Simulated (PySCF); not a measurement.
**EPR calculation, with input and output: C4H7O2**

- system: C4H7O2, multiplicity 2, SMILES C[C](C)OC=O
- method: UKS B3LYP, pcH-1 on C H O, non-relativistic, mean-field spin-orbit, GIAO (PySCF 2.14.0)

It belongs to a series of runs on one base structure; here: X = H replaced by OCHO.

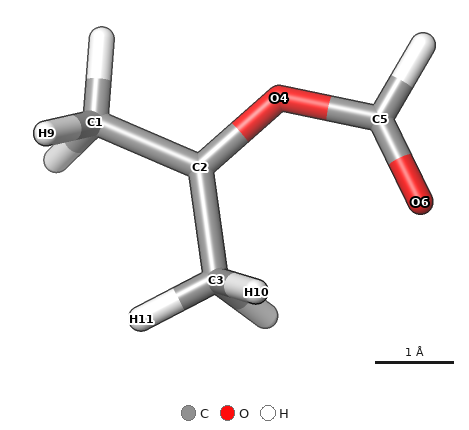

**Figure 1.** The structure as given in the input (stick view, seen at a tilt; atoms are numbered from 1 in the order of the input).

## Input file
```
{"job": {"kind": "epr", "basis": "pcH-1"}, "charge": 0, "multiplicity": 2}
C     -1.182639     1.286395    -0.358477
C     -0.199940     0.213798    -0.060128
C     -0.620222    -1.147798     0.342151
O      1.093509     0.588475    -0.188644
C      2.156732    -0.186006     0.020461
O      2.183282    -1.345978     0.356157
H     -1.852842     0.984989    -1.166539
H     -0.663418     2.194991    -0.650568
H     -1.804218     1.499539     0.514391
H     -0.208950    -1.418696     1.316917
H     -1.704789    -1.194088     0.385050
H     -0.253736    -1.900320    -0.360048
H      3.052843     0.425185    -0.168450
```

The first line tells a small driver script what to run in PySCF; the rest is the geometry in Å.

Run on 1 CPU thread, shared host.

Run as:
```bash
OMP_NUM_THREADS=1 python <driver script> task.json out
```

## Output
```
UKS, coarse grid
  cycle   1  E = -306.88608032  |g| = 6.73e-01
  cycle   2  E = -306.34156308  |g| = 1.35e+00
  cycle   3  E = -307.03235174  |g| = 2.58e-01
  cycle   4  E = -307.05590072  |g| = 8.92e-02
  cycle   5  E = -307.05825350  |g| = 2.81e-02
  cycle   6  E = -307.05860295  |g| = 7.28e-03
  cycle   7  E = -307.05863511  |g| = 1.94e-03
  cycle   8  E = -307.05863912  |g| = 9.73e-04
UKS, final grid
  cycle   1  E = -307.05865821  |g| = 1.01e-03
  cycle   2  E = -307.05865807  |g| = 1.29e-03
  cycle   3  E = -307.05865873  |g| = 3.03e-04
  cycle   4  E = -307.05865877  |g| = 1.03e-04
  cycle   5  E = -307.05865878  |g| = 8.77e-05
  cycle   6  E = -307.05865878  |g| = 1.31e-05
E = -307.05865878 Eh   <S^2> = 0.7553 (exact 0.7500)
g shifts (ppm)      1          2          3
  rmc          -177       -177       -177
  gc             -4         32         38
  oz_so         -38        673       1605
  total        -219        528       1466
hyperfine (MHz)  atom isotope    a_iso     a_fc   dipolar eigenvalues
    0   13C     -33.88     -33.88     -1.71      0.28      1.43
    1   13C      95.84      95.84    -81.62    -78.97    160.59
    2   13C     -31.80     -31.80     -1.85      0.72      1.13
    3   17O      -1.11      -1.11    -14.60      6.11      8.49
    4   13C       4.21       4.21     -5.32     -3.50      8.82
    5   17O      -7.29      -7.29    -29.32     14.12     15.20
    6    1H      96.08      96.08     -4.56     -3.84      8.40
    7    1H       2.76       2.76     -4.56     -3.52      8.09
    8    1H     100.09     100.09     -4.59     -3.81      8.40
    9    1H      99.55      99.55     -4.55     -3.27      7.82
   10    1H       1.61       1.61     -4.54     -3.63      8.17
   11    1H     102.42     102.42     -4.53     -3.31      7.83
   12    1H      -9.19      -9.19     -4.19     -2.22      6.42
```

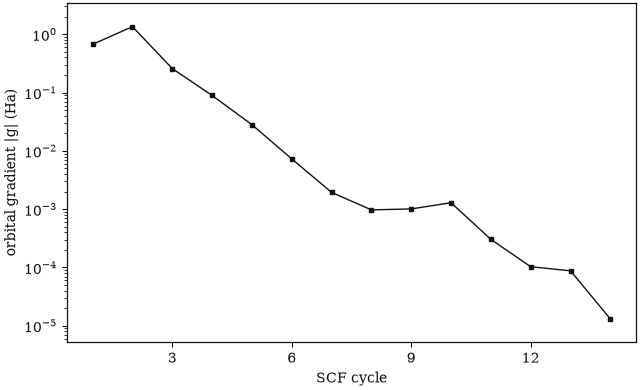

**Figure 2.** Convergence of the self-consistent field: orbital gradient |g| against the SCF cycle. All cycles printed in the log are drawn one after another.

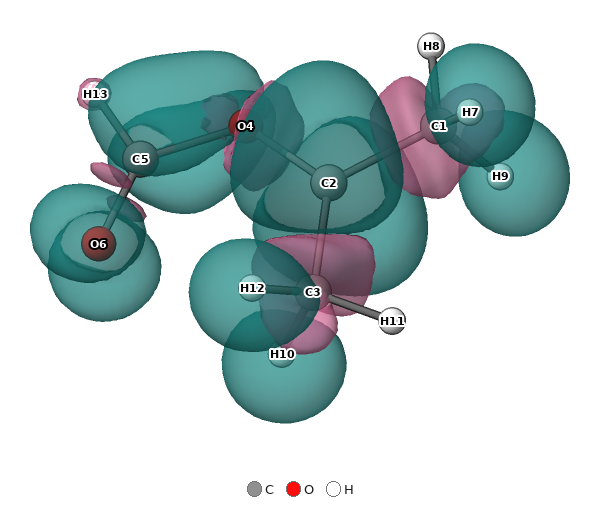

**Figure 3.** Isosurfaces of the spin density (α minus β) at +0.006 (teal) and −0.006 e/Å³ (pink), seen at an oblique angle. The unpaired spin (1 electron) lies mostly on C2 (about 0.6) and O6 (about 0.1), in electrons by Hirshfeld's partition.

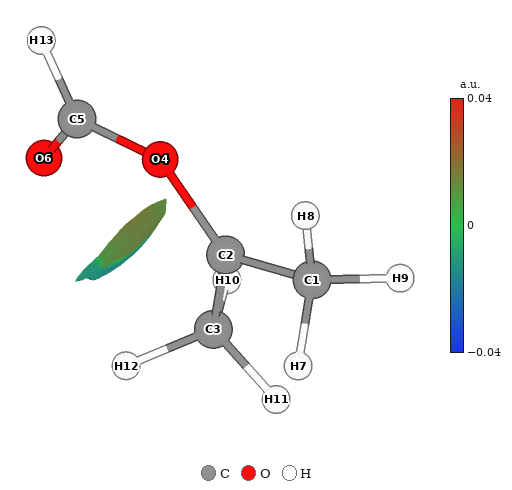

**Figure 4.** Non-covalent interaction (NCI) plot: the surface where the reduced density gradient is 0.5, for densities under 0.05 a.u., coloured by sign(λ₂)ρ; seen at an oblique angle.

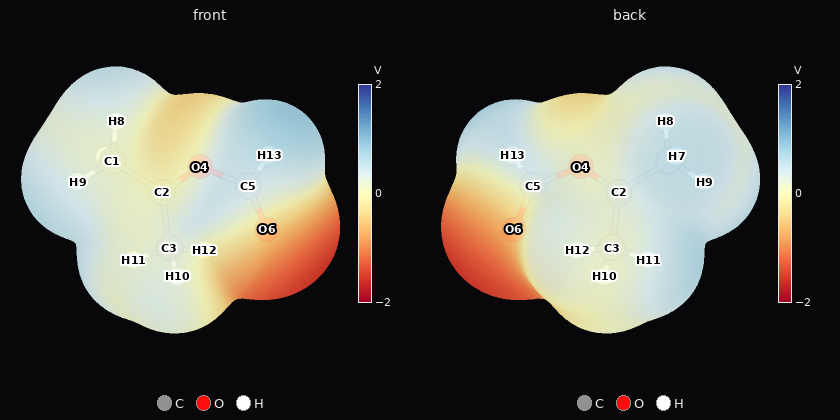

**Figure 5.** The molecular electrostatic potential painted on the density surface at 0.001 e/bohr³, seen at a tilt and from behind; red is negative and blue positive. A positive charge is drawn to the negative regions and a negative charge to the positive ones.

## Results in brief

- outcome: converged
- total energy: −307.058659 hartree
- ⟨S²⟩: 0.755
- isotropic g: 2.0029
- wall time: 34 s
- peak memory: 0.86 GiB
